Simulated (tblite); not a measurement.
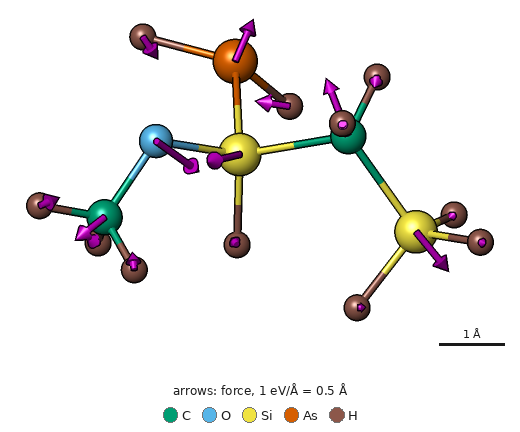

Starting geometry of C2H11AsOSi2 (charge +1, multiplicity 2) with the computed forces as purple arrows. Style: ball-and-stick. Shown from a free direction.

The calculation used tblite, GFN2-xTB geometry optimisation, gas phase. 

Q: Is this structure relaxed? If not, where do the atoms go?

A: It isn't relaxed: the largest force vector, on the O atom, is 2.46 eV/Å. The final displacements have little in common with the starting forces (cosine between the two patterns 0.13). The energy falls by 35.9 kcal/mol in 162 geometry steps. An H atom moves most after the best rigid fit: 2.48 Å. By element the largest moves are H 2.48 Å, As 1.06 Å, O 0.85 Å, C 0.76 Å, Si 0.67 Å. Near-neighbour distances that change, for instance: As–Si 2.320 → 2.462 Å, C–Si 1.851 → 1.955 Å, O–Si 1.695 → 1.591 Å, As–H 1.576 → 1.496 Å. Among the angles between lasting bonds that change: C–O–Si 108.6° → 137.4°, H–As–H 113.5° → 89.6°, Si–As–H 113.5° → 94.1°. Groups turn about C–Si by about 65°, O–Si by about 55°, C–Si by about 30°. Cost: 1.2 s on 1 thread of Arm Neoverse V2 (shared host).
